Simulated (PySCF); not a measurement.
**C₃H₈S₂Si: electronic excitations at several levels of theory, part 1 of 2**

How much do the electronic excitations of C₃H₈S₂Si (`CS/C=C\S[SiH3]`) depend on the level of theory, and what does each level cost?

Programs: PySCF 2.14.0, with density-fitted response routines of our own. Each step states its level of theory. These are calculated values for one molecule in the gas phase, unless marked as measured. Atoms count from 0, in the outputs and in this text.

## 1. Starting geometry

14 atoms, charge 0, multiplicity 1; geometry from: GFN2-xTB.

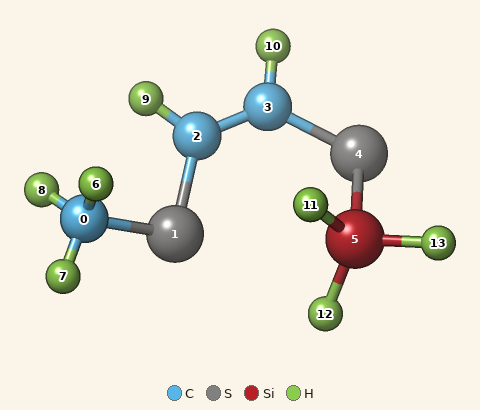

As it starts; carbon blue, sulfur grey, silicon red, hydrogen green, atoms numbered; sticks join atoms by distance.

## 2. Geometry optimisation at PBE0-D3(BJ)/def2-SVP

Job settings and geometry (Å):

```
{"job": {"xc": "PBE0", "basis": "def2-SVP", "d3": "d3bj", "grid": 1, "kind": "geom"}, "charge": 0, "multiplicity": 1}
C     -2.336702    -0.005074    -0.778757
S     -0.794270     0.950395    -0.639876
C     -0.517572     0.784110     1.085536
C      0.653170     0.871164     1.708331
S      2.251313     1.119461     1.038932
Si     2.291724     0.073649    -0.851830
H     -2.155540    -1.036941    -0.491722
H     -2.638642     0.044726    -1.819614
H     -3.100364     0.442810    -0.148994
H     -1.422869     0.633625     1.654100
H      0.683473     0.830209     2.786607
H      1.522041    -1.152212    -0.692761
H      1.846462     0.936048    -1.933125
H      3.717099    -0.212416    -0.938992
```

Standard output:

```text
step   0  E = -1204.03182154  max force = 0.015214
step   1  E = -1204.03621092  max force = 0.001927
step   2  E = -1204.03629843  max force = 0.001942
step   3  E = -1204.03624131  max force = 0.004790
step   4  E = -1204.03669260  max force = 0.001930
step   5  E = -1204.03677877  max force = 0.001161
step   6  E = -1204.03688839  max force = 0.000623
step   7  E = -1204.03690927  max force = 0.000536
step   8  E = -1204.03692315  max force = 0.000629
step   9  E = -1204.03694773  max force = 0.000409
step  10  E = -1204.03697159  max force = 0.000260
step  11  E = -1204.03697805  max force = 0.000259
optimisation converged
```

Wall time 94 s (1 thread, shared host).

Along the way: (the energy doesn't fall at every step)

| step | energy from step 0 (eV) | largest force component (eV/Å) |
| --- | --- | --- |
| 0 | 0.0000 | 0.7823 |
| 1 | -0.1194 | 0.0991 |
| 2 | -0.1218 | 0.0999 |
| 3 | -0.1203 | 0.2463 |
| 4 | -0.1325 | 0.0992 |
| 5 | -0.1349 | 0.0597 |
| 6 | -0.1379 | 0.0320 |
| 7 | -0.1384 | 0.0276 |
| 8 | -0.1388 | 0.0323 |
| 9 | -0.1395 | 0.0210 |
| 10 | -0.1401 | 0.0134 |
| 11 | -0.1403 | 0.0133 |

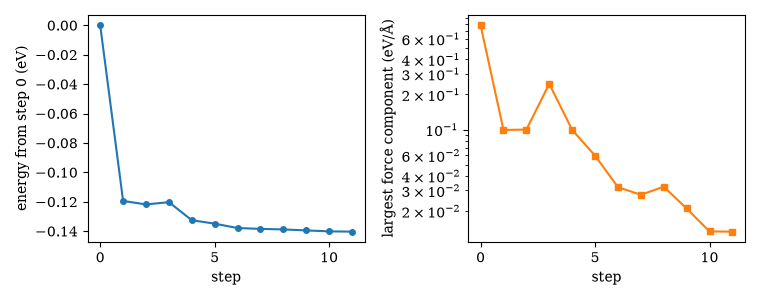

Energy and largest force along the relaxation.

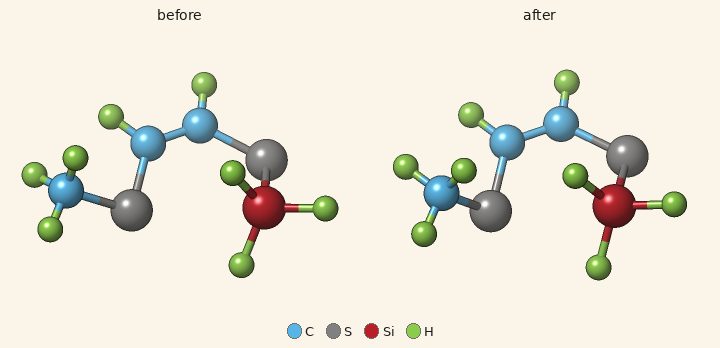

The geometry before (left) and after (right).

Close pairs (by a distance rule), those that changed most:

| bond | before (Å) | after (Å) | change (Å) |
| --- | --- | --- | --- |
| Si5–H13 | 1.456 | 1.497 | +0.041 |
| Si5–H11 | 1.456 | 1.492 | +0.036 |
| Si5–H12 | 1.453 | 1.487 | +0.034 |
| C2–H9 | 1.080 | 1.096 | +0.016 |
| C3–H10 | 1.079 | 1.095 | +0.016 |
| C0–H7 | 1.085 | 1.099 | +0.014 |
| C0–H6 | 1.086 | 1.100 | +0.014 |
| C0–H8 | 1.086 | 1.100 | +0.013 |

The end geometry stands in the next job.

| at the end point | value |
| --- | --- |
| point group (found at 0.08 Å tolerance) | C1 |
| rotational constants (GHz, main isotopes) | 2.786, 1.308, 0.982 |
| dipole moment (D) | 2.73 |

## 3. TDDFT and polarisability: CAM-B3LYP/def2-SVPD

Job settings and geometry (Å):

```
{"job": {"kind": "uv", "xc": "CAM-B3LYP", "basis": "def2-SVPD", "ip": true}, "charge": 0, "multiplicity": 1}
C     -2.021664    -0.052135    -0.853523
S     -0.869123     1.285742    -0.466914
C     -0.595134     1.004996     1.240527
C      0.623894     0.951244     1.799662
S      2.214985     0.974520     1.059794
Si     2.010932     0.001033    -0.869195
H     -1.526328    -1.031198    -0.778808
H     -2.360190     0.109001    -1.886260
H     -2.894864    -0.020931    -0.185646
H     -1.479739     0.949832     1.885042
H      0.690587     0.898096     2.891720
H      1.071485    -1.156487    -0.802495
H      1.731639     0.893815    -2.025569
H      3.403059    -0.525870    -1.028297
```

Method: TDDFT CAM-B3LYP/def2-SVPD, vertical, gas phase, core orbitals frozen in the response.

Standard output:

```text
coarse grid: 13096 points
cycle   1  E = -1204.3700948522  dE =  4.732e-01  |g| = 2.511e-01  |ddm| = 5.162e+00
cycle   2  E = -1204.3888263891  dE = -1.873e-02  |g| = 1.411e-01  |ddm| = 9.670e-01
cycle   3  E = -1204.3945920032  dE = -5.766e-03  |g| = 4.500e-02  |ddm| = 4.119e-01
cycle   4  E = -1204.3951597703  dE = -5.678e-04  |g| = 1.597e-02  |ddm| = 1.198e-01
cycle   5  E = -1204.3952311584  dE = -7.139e-05  |g| = 4.973e-03  |ddm| = 5.363e-02
cycle   6  E = -1204.3952386353  dE = -7.477e-06  |g| = 1.295e-03  |ddm| = 1.138e-02
final grid: 112024 points
cycle   7  E = -1204.5285300287  dE = -1.758e-05  |g| = 2.509e-03  |ddm| = 5.864e-02
cycle   8  E = -1204.5285295832  dE =  4.455e-07  |g| = 2.913e-03  |ddm| = 1.009e-02
cycle   9  E = -1204.5285317576  dE = -2.174e-06  |g| = 3.096e-04  |ddm| = 5.096e-03
cycle  10  E = -1204.5285317809  dE = -2.329e-08  |g| = 1.359e-04  |ddm| = 8.143e-04
cycle  11  E = -1204.5285317864  dE = -5.494e-09  |g| = 3.843e-05  |ddm| = 3.258e-04
cycle  12  E = -1204.5285317869  dE = -5.014e-10  |g| = 9.055e-06  |ddm| = 1.067e-04
converged SCF energy = -1204.5285317869

Static polarisability (au): isotropic 107.911, principal 82.434 108.611 132.689

Singlet excitations
state   eV       nm        f      main configurations
  1   4.7577    260.6   0.09907   H->L 0.87
  2   5.3458    231.9   0.04520   H->L+1 0.71
  3   5.7583    215.3   0.01680   H-1->L 0.46, H->L+2 0.26, H->L+3 0.13
  4   5.7780    214.6   0.02701   H->L+2 0.49, H-1->L 0.38
  5   6.0425    205.2   0.01323   H->L+3 0.47, H->L+4 0.20, H->L+2 0.10
  6   6.1020    203.2   0.00076   H->L+4 0.30, H-1->L+1 0.14, H->L+3 0.13
  7   6.4077    193.5   0.03058   H->L+4 0.35, H-1->L+1 0.24, H->L+7 0.09
  8   6.6206    187.3   0.02754   H->L+5 0.67, H-1->L+2 0.18
  9   6.8350    181.4   0.01756   H->L+6 0.32, H-1->L+1 0.30, H->L+8 0.09
 10   6.8751    180.3   0.01370   H-2->L 0.56, H->L+7 0.10

Triplet excitations (Tamm-Dancoff, eV): 3.4708 4.9639 5.2451 5.4252
Vertical ionisation energy (delta-SCF) = 8.1689 eV
```

It took 1.8 min on 1 thread, shared host.

The orbitals next to the gap, with their largest atomic shares:

| orbital | eV | atoms |
| --- | --- | --- |
| HOMO−3 | -10.43 | S4 27 %, S1 22 %, Si5 12 % |
| HOMO−2 | -9.84 | S4 45 %, C3 14 %, Si5 11 % |
| HOMO−1 | -8.69 | S1 34 %, S4 22 %, C2 11 % |
| HOMO | -7.50 | S4 29 %, S1 28 %, C2 16 % |
| LUMO | 0.37 | C3 27 %, C2 22 %, S1 16 % |
| LUMO+1 | 0.82 | Si5 23 %, S4 22 %, S1 19 % |
| LUMO+2 | 1.14 | S4 22 %, Si5 19 %, S1 14 % |

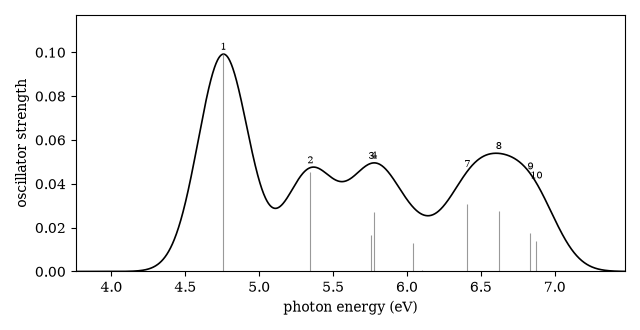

Absorption spectrum from the 10 singlet states computed; above the last one it falls off for lack of states. Lines are broadened to a width of 0.40 eV (Gaussian).

Ground-state properties from the same run:

| property | computed |
| --- | --- |
| dipole moment (D) | 2.64 |
| polarisability (Å³) | 15.99 |
| HOMO–LUMO gap (eV) | 7.86 |
| −ε(HOMO) (eV) | 7.50 |

## 4. TDDFT and polarisability: wB97X-D/def2-SVPD

The job, as its differences from that of step 3:

```diff
@@ -1,2 +1,2 @@
-{"job": {"kind": "uv", "xc": "CAM-B3LYP", "basis": "def2-SVPD", "ip": true}, "charge": 0, "multiplicity": 1}
+{"job": {"kind": "uv", "xc": "wB97X-D", "basis": "def2-SVPD", "ip": true}, "charge": 0, "multiplicity": 1}
 C     -2.021664    -0.052135    -0.853523
```

Level: TDDFT wB97X-D/def2-SVPD, vertical, gas phase, core orbitals frozen in the response.

Standard output:

```text
coarse grid: 13096 points
cycle   1  E = -1204.3748263534  dE =  4.808e-01  |g| = 2.666e-01  |ddm| = 5.074e+00
cycle   2  E = -1204.3961950821  dE = -2.137e-02  |g| = 1.588e-01  |ddm| = 1.016e+00
cycle   3  E = -1204.4031831700  dE = -6.988e-03  |g| = 4.533e-02  |ddm| = 4.724e-01
cycle   4  E = -1204.4038145914  dE = -6.314e-04  |g| = 1.431e-02  |ddm| = 1.240e-01
cycle   5  E = -1204.4038822880  dE = -6.770e-05  |g| = 4.468e-03  |ddm| = 6.148e-02
cycle   6  E = -1204.4038891855  dE = -6.897e-06  |g| = 1.304e-03  |ddm| = 1.190e-02
final grid: 112024 points
cycle   7  E = -1204.5341121434  dE = -8.459e-05  |g| = 4.602e-03  |ddm| = 1.173e-01
cycle   8  E = -1204.5341153497  dE = -3.206e-06  |g| = 3.020e-03  |ddm| = 1.927e-02
cycle   9  E = -1204.5341176381  dE = -2.288e-06  |g| = 7.310e-04  |ddm| = 6.621e-03
cycle  10  E = -1204.5341177995  dE = -1.615e-07  |g| = 2.696e-04  |ddm| = 2.087e-03
cycle  11  E = -1204.5341178261  dE = -2.654e-08  |g| = 9.311e-05  |ddm| = 7.781e-04
cycle  12  E = -1204.5341178292  dE = -3.188e-09  |g| = 2.725e-05  |ddm| = 3.168e-04
cycle  13  E = -1204.5341178296  dE = -3.618e-10  |g| = 9.187e-06  |ddm| = 1.023e-04
converged SCF energy = -1204.5341178296

Static polarisability (au): isotropic 107.492, principal 82.254 108.317 131.907

Singlet excitations
state   eV       nm        f      main configurations
  1   4.7693    260.0   0.10042   H->L 0.88
  2   5.4318    228.3   0.04664   H->L+1 0.68, H->L+3 0.08
  3   5.7743    214.7   0.03225   H-1->L 0.82
  4   5.8938    210.4   0.01293   H->L+2 0.72
  5   6.1693    201.0   0.00696   H->L+4 0.25, H->L+3 0.23, H->L+6 0.18
  6   6.3043    196.7   0.00261   H->L+3 0.46, H-1->L+1 0.11, H->L+2 0.09
  7   6.6007    187.8   0.04133   H->L+4 0.47, H-1->L+1 0.22
  8   6.8371    181.3   0.03111   H->L+5 0.59, H-1->L+2 0.18
  9   6.9055    179.5   0.04889   H-2->L 0.83
 10   6.9956    177.2   0.01874   H-1->L+1 0.34, H->L+6 0.19

Triplet excitations (Tamm-Dancoff, eV): 3.5432 5.0556 5.3083 5.5463
Vertical ionisation energy (delta-SCF) = 8.1607 eV
```

Run time: 1.7 min. Hardware: 1 thread, shared host.

This run: HOMO -8.04 eV, LUMO 1.02 eV; lowest singlet 4.77 eV.

(Continued in part 2 of 2.)
